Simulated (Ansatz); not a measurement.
# AlH9N2O (built from SMILES N.O.[NH2][AlH2]): Born-Oppenheimer dynamics

Aim: follow the atoms for 60 steps of 0.5 fs with a Langevin thermostat, with velocities drawn for 1500 K, and see to which side of the barrier the system falls.

Method: B3LYP-D4/def2-SVP; program: Ansatz 0.2.0, Gaussian basis.

### Step 1. Where the work starts

The start, a first-order saddle point found at PBE0-D4 in triple zeta: 13 atoms, charge 0, spin multiplicity 1.

Atoms are counted from 1 here; the program's logs count them from 0.

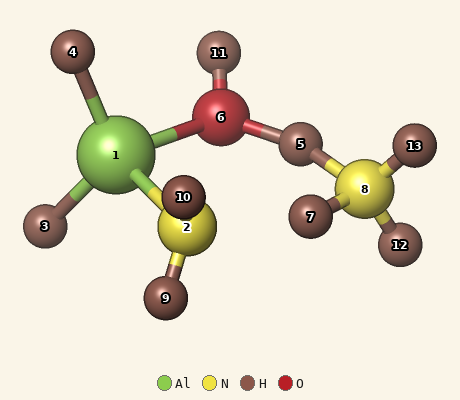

As it starts; aluminium green, nitrogen yellow, hydrogen brown, oxygen red; atoms are numbered from 1 in the order of the file.

Coordinates:

```
Al   -1.30679   -0.39690   -0.79647
N     0.37338   -1.24198   -0.67605
H    -1.59556    0.10804   -2.28957
H    -2.45889   -1.18085    0.00687
H     0.15482    1.09652    0.72656
O    -0.96137    1.11644    0.24892
H     1.28622   -0.11485    0.34338
N     1.35743    0.76373    0.94357
H     0.82522   -1.38701   -1.57125
H     0.35174   -2.14837   -0.22329
H    -1.66332    1.44831    0.80990
H     2.04925    1.40454    0.57621
H     1.58767    0.53228    1.90132
```

### Step 2. Dynamics

Input file md/in.yaml:

```yaml
crystal:
  periodic: [false, false, false]
  atoms:
    - {symbol: Al, position_ang: [-1.306793, -0.396904, -0.796473]}
    - {symbol: N, position_ang: [0.373384, -1.241982, -0.676045]}
    - {symbol: H, position_ang: [-1.595555, 0.108042, -2.289573]}
    - {symbol: H, position_ang: [-2.458888, -1.180849, 0.006868]}
    - {symbol: H, position_ang: [0.154818, 1.096525, 0.726559]}
    - {symbol: O, position_ang: [-0.961369, 1.116439, 0.248919]}
    - {symbol: H, position_ang: [1.286216, -0.114849, 0.343380]}
    - {symbol: N, position_ang: [1.357425, 0.763729, 0.943567]}
    - {symbol: H, position_ang: [0.825216, -1.387008, -1.571248]}
    - {symbol: H, position_ang: [0.351739, -2.148373, -0.223285]}
    - {symbol: H, position_ang: [-1.663317, 1.448314, 0.809898]}
    - {symbol: H, position_ang: [2.049249, 1.404538, 0.576212]}
    - {symbol: H, position_ang: [1.587675, 0.532278, 1.901323]}
basis:
  gaussian: {orbitals: def2-SVP}
hamiltonian: {xc: {name: B3LYP}, dispersion: d4}
md: {n_steps: 60, timestep: 0.5, temperature: 1500, ensemble: nvt_langevin, seed: 895, friction: 0.002, initial_velocities: maxwell_boltzmann}
```

On the command line:

```
> ansatz run in.yaml --threads 4 --pin off --events-out ev --progress --plain --max-ram 9574MiB
```

The program printed:

```text
Functional definition: B3LYP
  name "B3LYP"
  cite "Stephens, Devlin, Chabalowski & Frisch, J. Phys. Chem. 98, 11623 (1994) doi:10.1021/j100096a001"
  cite "Becke, Phys. Rev. A 38, 3098 (1988) doi:10.1103/PhysRevA.38.3098"
  cite "Lee, Yang & Parr, Phys. Rev. B 37, 785 (1988) doi:10.1103/PhysRevB.37.785"
  cite "Vosko, Wilk & Nusair, Can. J. Phys. 58, 1200 (1980) doi:10.1139/p80-159"
  parameter a0 = 0.2
  parameter ax = 0.72
  parameter ac = 0.81
  exchange = (1 - a0 - ax)*slater_x + ax*b88_x + a0*exact_x
  correlation = (1 - ac)*vwn_rpa_c + ac*lyp_c
1121 factors; integrals over basis functions are off by at most 4.1e-4 eV
mean field evaluation 1: about -11754.8340 eV, gradient 8.2e1 eV
mean field evaluation 2: about -11737.6783 eV, gradient 1.2e2 eV
mean field evaluation 4: about -11767.3524 eV, gradient 6.9e0 eV
mean field evaluation 8: about -11767.4694 eV, gradient 6.7e-2 eV
mean field -11767.46941632 eV, -432.4465247726 hartree, gradient 5.6e-5 eV, S^2 0.000000; 0 other end points of the search recorded, 0 dependent functions left out
the calculation of the forces begins
reference -11767.46969862 eV, -432.4465351469 hartree; 22, 22 occupied and 83, 83 virtual orbitals, 1121 factors
md step     0: t =     0.00 fs  T =  1384.6 K  F+E_penalty+E_count = -11767.80561374 eV  E_kin = 2.326680 eV  (24 SCF iters)
these checks for a lower state are left out or cut short: starts, cluster_reference, orbital_swaps, neighbouring_geometries, increment
1121 factors; integrals over basis functions are off by at most 3.5e-4 eV
mean field evaluation 16: about -11767.3822 eV, gradient 2.8e-2 eV
mean field -11767.40543618 eV, -432.4441735458 hartree, gradient 9.2e-6 eV, S^2 0.000000; 0 other end points of the search recorded, 0 dependent functions left out
the calculation of the forces begins
reference -11767.40572017 eV, -432.4441839822 hartree; 22, 22 occupied and 83, 83 virtual orbitals, 1121 factors
md step     1: t =     0.50 fs  T =  1325.1 K  F+E_penalty+E_count = -11767.74066914 eV  E_kin = 2.226723 eV  (27 SCF iters, 3 dispersion substeps)
these checks for a lower state are left out or cut short: starts, cluster_reference, orbital_swaps, neighbouring_geometries, increment
1121 factors; integrals over basis functions are off by at most 4.5e-4 eV
mean field -11767.23250616 eV, -432.4378184846 hartree, gradient 9.3e-6 eV, S^2 0.000000; 0 other end points of the search recorded, 0 dependent functions left out
the calculation of the forces begins
reference -11767.23279123 eV, -432.4378289607 hartree; 22, 22 occupied and 83, 83 virtual orbitals, 1121 factors
md step     2: t =     1.00 fs  T =  1235.9 K  F+E_penalty+E_count = -11767.56682629 eV  E_kin = 2.076778 eV  (27 SCF iters, 3 dispersion substeps)
[... from here on, the SCF cycles and remarks between the steps are left out ...]
md step     3: t =     1.50 fs  T =  1126.4 K  F+E_penalty+E_count = -11767.35438183 eV  E_kin = 1.892769 eV  (28 SCF iters, 3 dispersion substeps)
md step     4: t =     2.00 fs  T =  1016.2 K  F+E_penalty+E_count = -11767.16358333 eV  E_kin = 1.707681 eV  (28 SCF iters, 3 dispersion substeps)
md step     5: t =     2.50 fs  T =   952.3 K  F+E_penalty+E_count = -11767.02887003 eV  E_kin = 1.600157 eV  (27 SCF iters, 3 dispersion substeps)
md step     6: t =     3.00 fs  T =   906.8 K  F+E_penalty+E_count = -11766.95857117 eV  E_kin = 1.523714 eV  (27 SCF iters, 3 dispersion substeps)
md step     7: t =     3.50 fs  T =   897.4 K  F+E_penalty+E_count = -11766.93927376 eV  E_kin = 1.507964 eV  (28 SCF iters, 3 dispersion substeps)
md step     8: t =     4.00 fs  T =   890.6 K  F+E_penalty+E_count = -11766.94474454 eV  E_kin = 1.496552 eV  (28 SCF iters, 3 dispersion substeps)
md step     9: t =     4.50 fs  T =   906.3 K  F+E_penalty+E_count = -11766.96731754 eV  E_kin = 1.522921 eV  (28 SCF iters, 3 dispersion substeps)
md step    10: t =     5.00 fs  T =   927.7 K  F+E_penalty+E_count = -11766.99625655 eV  E_kin = 1.558876 eV  (27 SCF iters, 3 dispersion substeps)
md step    11: t =     5.50 fs  T =   921.1 K  F+E_penalty+E_count = -11767.00212359 eV  E_kin = 1.547744 eV  (27 SCF iters, 3 dispersion substeps)
md step    12: t =     6.00 fs  T =   904.1 K  F+E_penalty+E_count = -11766.96016625 eV  E_kin = 1.519185 eV  (24 SCF iters, 3 dispersion substeps)
md step    13: t =     6.50 fs  T =   846.4 K  F+E_penalty+E_count = -11766.86424988 eV  E_kin = 1.422336 eV  (25 SCF iters, 3 dispersion substeps)
md step    14: t =     7.00 fs  T =   784.2 K  F+E_penalty+E_count = -11766.74938230 eV  E_kin = 1.317814 eV  (24 SCF iters, 3 dispersion substeps)
md step    15: t =     7.50 fs  T =   767.6 K  F+E_penalty+E_count = -11766.70348934 eV  E_kin = 1.289834 eV  (24 SCF iters, 3 dispersion substeps)
md step    16: t =     8.00 fs  T =   818.0 K  F+E_penalty+E_count = -11766.79566812 eV  E_kin = 1.374525 eV  (25 SCF iters, 3 dispersion substeps)
md step    17: t =     8.50 fs  T =   935.7 K  F+E_penalty+E_count = -11766.99275110 eV  E_kin = 1.572349 eV  (23 SCF iters, 3 dispersion substeps)
md step    18: t =     9.00 fs  T =  1066.3 K  F+E_penalty+E_count = -11767.18001855 eV  E_kin = 1.791719 eV  (26 SCF iters, 3 dispersion substeps)
md step    19: t =     9.50 fs  T =  1123.0 K  F+E_penalty+E_count = -11767.26033317 eV  E_kin = 1.887086 eV  (24 SCF iters, 3 dispersion substeps)
md step    20: t =    10.00 fs  T =  1077.5 K  F+E_penalty+E_count = -11767.21430899 eV  E_kin = 1.810554 eV  (24 SCF iters, 3 dispersion substeps)
md step    21: t =    10.50 fs  T =  1016.5 K  F+E_penalty+E_count = -11767.08097035 eV  E_kin = 1.708064 eV  (25 SCF iters, 3 dispersion substeps)
md step    22: t =    11.00 fs  T =   935.4 K  F+E_penalty+E_count = -11766.91367719 eV  E_kin = 1.571746 eV  (25 SCF iters, 3 dispersion substeps)
md step    23: t =    11.50 fs  T =   876.2 K  F+E_penalty+E_count = -11766.76668591 eV  E_kin = 1.472369 eV  (25 SCF iters, 3 dispersion substeps)
md step    24: t =    12.00 fs  T =   834.1 K  F+E_penalty+E_count = -11766.66747458 eV  E_kin = 1.401663 eV  (25 SCF iters, 3 dispersion substeps)
md step    25: t =    12.50 fs  T =   828.1 K  F+E_penalty+E_count = -11766.61682171 eV  E_kin = 1.391607 eV  (24 SCF iters, 3 dispersion substeps)
md step    26: t =    13.00 fs  T =   790.0 K  F+E_penalty+E_count = -11766.61256238 eV  E_kin = 1.327554 eV  (25 SCF iters, 3 dispersion substeps)
md step    27: t =    13.50 fs  T =   825.5 K  F+E_penalty+E_count = -11766.64822586 eV  E_kin = 1.387104 eV  (25 SCF iters, 3 dispersion substeps)
md step    28: t =    14.00 fs  T =   877.4 K  F+E_penalty+E_count = -11766.70374663 eV  E_kin = 1.474417 eV  (25 SCF iters, 3 dispersion substeps)
md step    29: t =    14.50 fs  T =   884.6 K  F+E_penalty+E_count = -11766.75642194 eV  E_kin = 1.486531 eV  (24 SCF iters, 3 dispersion substeps)
md step    30: t =    15.00 fs  T =   895.4 K  F+E_penalty+E_count = -11766.78514267 eV  E_kin = 1.504610 eV  (25 SCF iters, 3 dispersion substeps)
md step    31: t =    15.50 fs  T =   874.8 K  F+E_penalty+E_count = -11766.76807404 eV  E_kin = 1.470076 eV  (25 SCF iters, 3 dispersion substeps)
md step    32: t =    16.00 fs  T =   789.9 K  F+E_penalty+E_count = -11766.69845681 eV  E_kin = 1.327338 eV  (25 SCF iters, 3 dispersion substeps)
md step    33: t =    16.50 fs  T =   743.3 K  F+E_penalty+E_count = -11766.59983019 eV  E_kin = 1.249099 eV  (25 SCF iters, 3 dispersion substeps)
md step    34: t =    17.00 fs  T =   718.3 K  F+E_penalty+E_count = -11766.53586137 eV  E_kin = 1.207076 eV  (25 SCF iters, 3 dispersion substeps)
md step    35: t =    17.50 fs  T =   758.5 K  F+E_penalty+E_count = -11766.57680964 eV  E_kin = 1.274528 eV  (25 SCF iters, 3 dispersion substeps)
md step    36: t =    18.00 fs  T =   875.0 K  F+E_penalty+E_count = -11766.72720294 eV  E_kin = 1.470261 eV  (24 SCF iters, 3 dispersion substeps)
md step    37: t =    18.50 fs  T =   989.4 K  F+E_penalty+E_count = -11766.90012062 eV  E_kin = 1.662583 eV  (23 SCF iters, 3 dispersion substeps)
md step    38: t =    19.00 fs  T =  1060.3 K  F+E_penalty+E_count = -11766.99038052 eV  E_kin = 1.781661 eV  (24 SCF iters, 3 dispersion substeps)
md step    39: t =    19.50 fs  T =  1071.7 K  F+E_penalty+E_count = -11766.95630213 eV  E_kin = 1.800847 eV  (23 SCF iters, 3 dispersion substeps)
md step    40: t =    20.00 fs  T =   996.4 K  F+E_penalty+E_count = -11766.83731103 eV  E_kin = 1.674355 eV  (25 SCF iters, 3 dispersion substeps)
md step    41: t =    20.50 fs  T =   921.6 K  F+E_penalty+E_count = -11766.70664758 eV  E_kin = 1.548660 eV  (24 SCF iters, 3 dispersion substeps)
md step    42: t =    21.00 fs  T =   853.0 K  F+E_penalty+E_count = -11766.62194650 eV  E_kin = 1.433308 eV  (25 SCF iters, 3 dispersion substeps)
md step    43: t =    21.50 fs  T =   832.2 K  F+E_penalty+E_count = -11766.60068962 eV  E_kin = 1.398482 eV  (25 SCF iters, 3 dispersion substeps)
md step    44: t =    22.00 fs  T =   840.5 K  F+E_penalty+E_count = -11766.62730144 eV  E_kin = 1.412328 eV  (24 SCF iters, 3 dispersion substeps)
md step    45: t =    22.50 fs  T =   870.7 K  F+E_penalty+E_count = -11766.67592262 eV  E_kin = 1.463183 eV  (24 SCF iters, 3 dispersion substeps)
md step    46: t =    23.00 fs  T =   927.4 K  F+E_penalty+E_count = -11766.71917487 eV  E_kin = 1.558304 eV  (24 SCF iters, 3 dispersion substeps)
md step    47: t =    23.50 fs  T =   957.4 K  F+E_penalty+E_count = -11766.73917636 eV  E_kin = 1.608817 eV  (24 SCF iters, 3 dispersion substeps)
md step    48: t =    24.00 fs  T =   978.6 K  F+E_penalty+E_count = -11766.73041094 eV  E_kin = 1.644501 eV  (23 SCF iters, 3 dispersion substeps)
md step    49: t =    24.50 fs  T =   964.6 K  F+E_penalty+E_count = -11766.68432464 eV  E_kin = 1.620962 eV  (25 SCF iters, 3 dispersion substeps)
md step    50: t =    25.00 fs  T =   890.8 K  F+E_penalty+E_count = -11766.59215714 eV  E_kin = 1.496928 eV  (26 SCF iters, 3 dispersion substeps)
md step    51: t =    25.50 fs  T =   843.6 K  F+E_penalty+E_count = -11766.46826619 eV  E_kin = 1.417504 eV  (25 SCF iters, 3 dispersion substeps)
md step    52: t =    26.00 fs  T =   770.4 K  F+E_penalty+E_count = -11766.35229481 eV  E_kin = 1.294510 eV  (25 SCF iters, 3 dispersion substeps)
md step    53: t =    26.50 fs  T =   741.4 K  F+E_penalty+E_count = -11766.31015411 eV  E_kin = 1.245775 eV  (24 SCF iters, 3 dispersion substeps)
md step    54: t =    27.00 fs  T =   807.5 K  F+E_penalty+E_count = -11766.38430547 eV  E_kin = 1.356943 eV  (25 SCF iters, 3 dispersion substeps)
md step    55: t =    27.50 fs  T =   913.6 K  F+E_penalty+E_count = -11766.54228689 eV  E_kin = 1.535112 eV  (24 SCF iters, 3 dispersion substeps)
md step    56: t =    28.00 fs  T =  1022.8 K  F+E_penalty+E_count = -11766.68764519 eV  E_kin = 1.718752 eV  (26 SCF iters, 3 dispersion substeps)
md step    57: t =    28.50 fs  T =  1056.1 K  F+E_penalty+E_count = -11766.73730465 eV  E_kin = 1.774658 eV  (23 SCF iters, 3 dispersion substeps)
md step    58: t =    29.00 fs  T =   987.5 K  F+E_penalty+E_count = -11766.67111548 eV  E_kin = 1.659361 eV  (24 SCF iters, 3 dispersion substeps)
md step    59: t =    29.50 fs  T =   891.5 K  F+E_penalty+E_count = -11766.53526758 eV  E_kin = 1.497986 eV  (23 SCF iters, 3 dispersion substeps)
these checks for a lower state are left out or cut short: starts, cluster_reference, orbital_swaps, neighbouring_geometries, increment
1121 factors; integrals over basis functions are off by at most 6.4e-4 eV
mean field -11766.08383378 eV, -432.3956055534 hartree, gradient 8.6e-5 eV, S^2 0.000000; 0 other end points of the search recorded, 0 dependent functions left out
the calculation of the forces begins
reference -11766.08411617 eV, -432.3956159309 hartree; 22, 22 occupied and 83, 83 virtual orbitals, 1121 factors
1121 factors; integrals over basis functions are off by at most 6.4e-4 eV
mean field evaluation 384: about -11766.0838 eV, gradient 1.9e-5 eV
mean field -11766.08383378 eV, -432.3956055534 hartree, gradient 8.6e-5 eV, S^2 0.000000; 1 other end points of the search recorded, 0 dependent functions left out
the calculation of the forces begins
reference -11766.08411617 eV, -432.3956159309 hartree; 22, 22 occupied and 83, 83 virtual orbitals, 1121 factors
md step    60: t =    30.00 fs  T =   812.0 K  F+E_penalty+E_count = -11766.40546815 eV  E_kin = 1.364412 eV  (26 SCF iters, 3 dispersion substeps)
Total energy: -11766.40575053 eV, -432.4074357758 hartree
Atom 0 at    -1.361170    -0.553996    -0.917180 Å, force     1.209803    -0.719331     1.465666 eV/Å
Atom 1 at     0.364798    -1.291005    -0.558411 Å, force    -0.562776     2.587116     2.389339 eV/Å
Atom 2 at    -1.412232    -0.016660    -2.334849 Å, force    -0.030525     0.598587    -1.031048 eV/Å
Atom 3 at    -2.626980    -1.176404    -0.291471 Å, force    -0.590745    -0.357071     0.290115 eV/Å
Atom 4 at    -0.422880     1.005746     0.911375 Å, force    -0.279770     0.561875    -1.203806 eV/Å
Atom 5 at    -1.165916     1.120833     0.225491 Å, force     0.878525    -0.140984    -0.894055 eV/Å
Atom 6 at     1.596217     0.402674     0.047430 Å, force     0.068243    -0.331522    -0.356601 eV/Å
Atom 7 at     1.470787     1.100722     0.779456 Å, force     1.220336     3.918846    -2.475052 eV/Å
Atom 8 at     0.636202    -2.142797    -0.884713 Å, force     0.647686    -3.284010    -2.838182 eV/Å
Atom 9 at     0.753173    -1.545471     0.373876 Å, force    -0.879309     1.108047     0.229925 eV/Å
Atom 10 at    -0.698075     1.627203    -0.499297 Å, force    -0.471018    -0.211113     1.288917 eV/Å
Atom 11 at     2.256741     1.875824     0.684511 Å, force    -2.135710    -1.844137    -0.111548 eV/Å
Atom 12 at     1.717315     0.696267     1.606426 Å, force     0.925259    -1.886304     3.246330 eV/Å
Dipole moment:     0.886087     0.380801     0.511082 e Å
```

Wall time 90 s (4 threads of Intel Xeon Platinum 8488C, shared host).

### Step 3. Frames and traces

Every 3 steps:

```
time (fs)  T (K)  potential (meV)  potential + kinetic (meV)  Al1–O6 (Å)  H5–N8 (Å)  N2–H7 (Å)  Al1–N2 (Å)
     0.00   1385              0.0                        0.0       1.871      1.267      1.773       1.885
     1.50   1126            451.2                       17.3       1.890      1.303      1.789       1.869
     3.00    907            847.0                       44.1       1.908      1.338      1.792       1.856
     4.50    906            838.3                       34.5       1.927      1.366      1.786       1.848
     6.00    904            845.4                       38.0       1.945      1.381      1.793       1.843
     7.50    768           1102.1                       65.3       1.964      1.387      1.814       1.842
     9.00   1066            625.6                       90.6       1.979      1.382      1.851       1.843
    10.50   1016            724.6                      106.0       1.992      1.379      1.891       1.845
    12.00    834           1138.1                      213.1       2.003      1.376      1.913       1.849
    13.50    825           1157.4                      217.8       2.013      1.381      1.921       1.853
    15.00    895           1020.5                      198.4       2.021      1.396      1.926       1.857
    16.50    743           1205.8                      128.2       2.028      1.422      1.933       1.860
    18.00    875           1078.4                      222.0       2.033      1.457      1.956       1.860
    19.50   1072            849.3                      323.5       2.037      1.498      1.985       1.859
    21.00    853           1183.7                      290.3       2.040      1.532      2.014       1.859
    22.50    871           1129.7                      266.2       2.041      1.566      2.026       1.860
    24.00    979           1075.2                      393.0       2.043      1.600      2.028       1.863
    25.50    844           1337.3                      428.2       2.046      1.641      2.040       1.872
    27.00    808           1421.3                      451.6       2.045      1.700      2.073       1.883
    28.50   1056           1068.3                      516.3       2.041      1.788      2.125       1.898
    30.00    812           1400.1                      437.9       2.037      1.901      2.180       1.911
```

Energies count from the start.

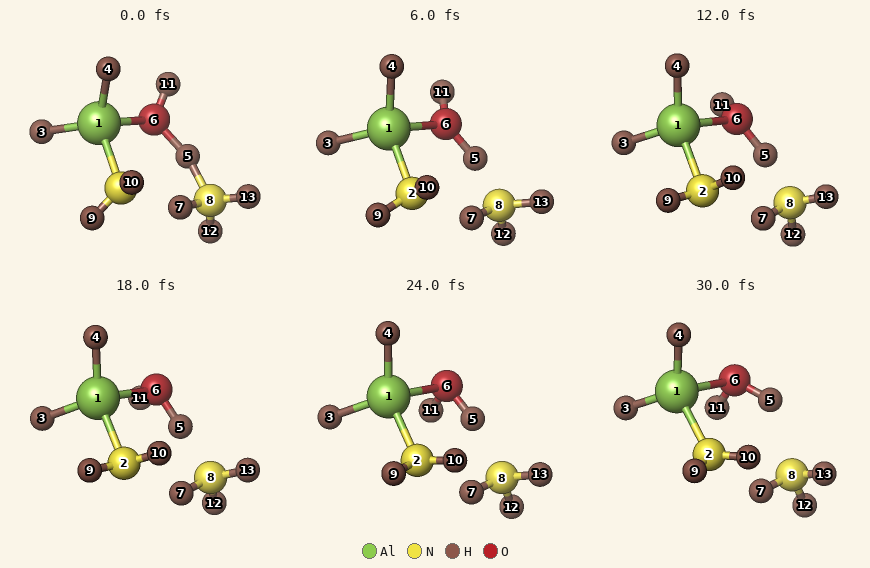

Six frames.

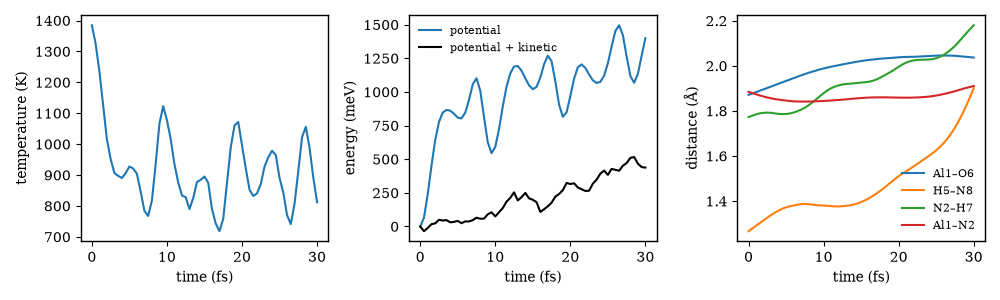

Temperature, energies and the distances followed.

Positions (Å) and forces (eV/Å) at 12.00 fs:

```xyz
13

Al   -1.315   -0.506   -0.811    0.077    1.796    0.187
N     0.398   -1.188   -0.678   -0.493   -0.950    3.149
H    -1.371   -0.064   -2.306   -0.187    0.307   -0.674
H    -2.680   -1.007   -0.259   -0.326   -0.535    0.438
H     0.053    1.215    0.658   -0.270   -0.251   -0.452
O    -1.004    1.124    0.311   -1.459    1.045   -1.102
H     1.507    0.038    0.287   -0.201   -0.530   -0.510
N     1.355    0.841    0.903    2.307    4.576   -3.366
H     0.347   -1.831   -1.443    0.625   -1.031   -0.677
H     0.361   -1.777    0.240    0.441    0.673   -2.025
H    -1.471    1.942   -0.053    1.101   -1.492    0.844
H     2.089    1.682    0.560   -2.420   -3.004    1.373
H     1.519    0.631    1.829    0.805   -0.605    2.814
```

Positions (Å) and forces (eV/Å) at 30.00 fs:

```xyz
13

Al   -1.361   -0.554   -0.917    1.210   -0.719    1.466
N     0.365   -1.291   -0.558   -0.563    2.587    2.389
H    -1.412   -0.017   -2.335   -0.031    0.599   -1.031
H    -2.627   -1.176   -0.291   -0.591   -0.357    0.290
H    -0.423    1.006    0.911   -0.280    0.562   -1.204
O    -1.166    1.121    0.225    0.879   -0.141   -0.894
H     1.596    0.403    0.047    0.068   -0.332   -0.357
N     1.471    1.101    0.779    1.220    3.919   -2.475
H     0.636   -2.143   -0.885    0.648   -3.284   -2.838
H     0.753   -1.545    0.374   -0.879    1.108    0.230
H    -0.698    1.627   -0.499   -0.471   -0.211    1.289
H     2.257    1.876    0.685   -2.136   -1.844   -0.112
H     1.717    0.696    1.606    0.925   -1.886    3.246
```

### Step 4. Summary of results

| quantity | value |
| --- | --- |
| length | 60 steps, 30.0 fs |
| temperature at the start | 1385 K |
| mean temperature, second half | 892 K |
| lowest and highest potential energy, from the first frame | 0 and 1495 meV |
| largest change of potential + kinetic | 516.3 meV |

**Reading.** By the last frame it has moved back towards the start side of the step. The thermostat trades energy with the molecule, so the sum of potential and kinetic energy isn't conserved: it changes by +438 meV over the run. The mean temperature of the second half is still well below the 1500 K set. The instant temperature ranges from 718 to 1385 K, as energy passes between motion and strain. Under Langevin the temperature counts 3N degrees of freedom, more than the drawn velocities fill, so it starts at 1385 K, not 1500 K.
